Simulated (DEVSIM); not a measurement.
Device: Ge n+/n-/n+ resistor, at 300 K.

```
layer (left to right)  material  thickness (μm)  Nd (cm⁻³)  τn (s)  τp (s)
---------------------  --------  --------------  ---------  ------  ------
1                            Ge           0.880       2e17  2.1e-7  6.3e-8
2                            Ge            3.20     1.6e12  2.1e-7  2.1e-7
3                            Ge           0.510     4.2e18  2.1e-7  2.1e-7
```

Left contact: ohmic. Right contact: ohmic. Voltage is applied to the left contact. Recombination: SRH at mid-gap. Mobility is constant in doping.

Constants are typed, rounded textbook-type inputs, not results; the design itself was drawn at random and stands for no fabricated device. Values at 300 K.

| parameter | Ge |
|---|---|
| gap (eV) | 0.664 |
| affinity (eV) | 4 |
| permittivity | 16 |
| Nc (cm⁻³) | 1.04e19 |
| Nv (cm⁻³) | 6e18 |
| μn (cm²/Vs) | 3900 |
| μp (cm²/Vs) | 1900 |

Simulated with DEVSIM: 1D drift-diffusion, Boltzmann statistics, complete ionisation; no tunnelling, impact ionisation, image-force lowering or self-heating.

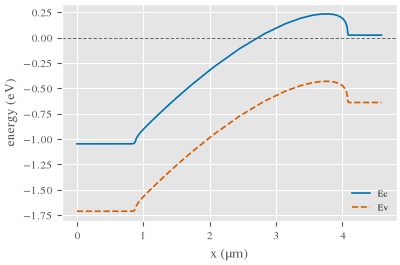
Figure: Band edges at 1.15 V on the left contact

Energies count from the Fermi level of the right contact; mesh points crowd at the junctions.

| x (μm) | Ec (eV) | Ev (eV) | n (cm⁻³) | p (cm⁻³) | field (V/cm) |
|---|---|---|---|---|---|
| 0.000 | -1.048 | -1.712 | 2.0e17 | 2.2e9 | ≈ 0 |
| 0.03172 | -1.048 | -1.712 | 2.0e17 | 2.1e9 | ≈ 0 |
| 0.1080 | -1.048 | -1.712 | 2.0e17 | 1.9e9 | ≈ 0 |
| 0.2745 | -1.048 | -1.712 | 2.0e17 | 1.5e9 | ≈ 0 |
| 0.6542 | -1.048 | -1.712 | 2.0e17 | 5.6e8 | ≈ 0 |
| 0.7979 | -1.048 | -1.712 | 2.0e17 | 2.0e8 | 18 |
| 0.8576 | -1.044 | -1.708 | 1.7e17 | 6.1e7 | 3600 |
| 0.8936 | -0.997 | -1.661 | 2.8e16 | 6.2e7 | 14000 |
| 0.9475 | -0.942 | -1.606 | 3.5e15 | 9.1e7 | 7900 |
| 1.069 | -0.858 | -1.522 | 2.4e14 | 1.1e8 | 6500 |
| 1.353 | -0.682 | -1.346 | 1.2e14 | 1.5e8 | 6000 |
| 2.450 | -0.110 | -0.774 | 1.7e14 | 3.8e8 | 4300 |
| 3.377 | 0.192 | -0.472 | 3.2e14 | 1.6e12 | 2000 |
| 3.792 | 0.233 | -0.431 | 8.7e14 | 8.0e12 | -350 |
| 4.007 | 0.185 | -0.479 | 7.9e15 | 1.3e12 | -6200 |
| 4.062 | 0.123 | -0.541 | 8.9e16 | 1.1e11 | -23000 |
| 4.088 | 0.024 | -0.640 | 4.0e18 | 2.5e9 | -4300 |
| 4.131 | 0.023 | -0.641 | 4.2e18 | 2.2e9 | ≈ 0 |
| 4.271 | 0.023 | -0.641 | 4.2e18 | 1.6e9 | ≈ 0 |
| 4.449 | 0.023 | -0.641 | 4.2e18 | 7.5e8 | ≈ 0 |
| 4.542 | 0.023 | -0.641 | 4.2e18 | 3.2e8 | ≈ 0 |
| 4.590 | 0.023 | -0.641 | 4.2e18 | 1.0e8 | ≈ 0 |
